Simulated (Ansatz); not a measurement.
## Fields on a plane of InSb (zinc blende)

```yaml
crystal:
  lattice:
    - [0.00000, 3.27796, 3.27796]
    - [3.27796, 0.00000, 3.27796]
    - [3.27796, 3.27796, 0.00000]
  atoms:
    - { symbol: Sb, position: [0.75000, 0.75000, 0.75000] }
    - { symbol: In, position: [0.00000, 0.00000, 0.00000] }
```

The slice is a {111} plane (indices of the conventional cell) through the point (0.000, 0.000, 0.000) (fractional), spanned by u = [100] and v = [-1 2 0] in vectors of this cell: u (4.64 Å) and v (8.03 Å, at 90° to u). It covers one period; positions are fractions (u, v).

Atoms on it: In at (0.00, 0.00); In at (0.50, 0.50). Other atoms lie within 1 Å of the plane.

These are r2SCAN (plane waves to 500 eV, PAW, scalar-relativistic; Ansatz, a quantum-chemistry and plane-wave program) values and carry that method's errors. k mesh 12×12×12. Near the nuclei the fields are pseudised (PAW); where an atom keeps semicore shells as valence, they peak there. At this level the bands of InSb touch or barely overlap; measurements give the solid a gap. InSb was relaxed with its symmetry unable to fall. Spin-orbit coupling is left out, though Sb is heavy.

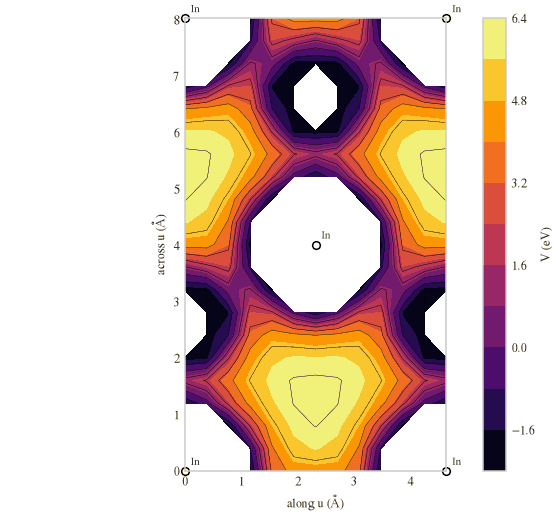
*Electrostatic potential energy of an electron, from the cell's mean, in eV, one period of the plane, atoms marked. Points within 1 Å of a nucleus are left white, as the pseudised field means little there. Values under -2 eV are set to -2. The zero, the cell's mean, hangs on the PAW cores.*

```
|x13499899431|
|333897679833|
|335985558953|
|236875557863|
|013787778731|
|001589998510|
|001354445310|
|002333333320|
|333341x14333|
|77633xxx3367|
|899431x13499|
|679833333897|
|558953335985|
|557863236875|
|778731013787|
|998510001589|
|445310001354|
|333320002333|
|x14333333341|
|xx336777633x|
```
Scale: ten equal steps from 0.01 (start of '0') to 0.67 (end of '9'), in the order '0123456789'. Values: electron localisation function (ELF). The map has 12 points along u (one character each, u = 0 at the left) and 20 along v (v = 0 in the bottom row). Points within 0.5 Å of a nucleus are blanked (x), as the pseudised field means little there.
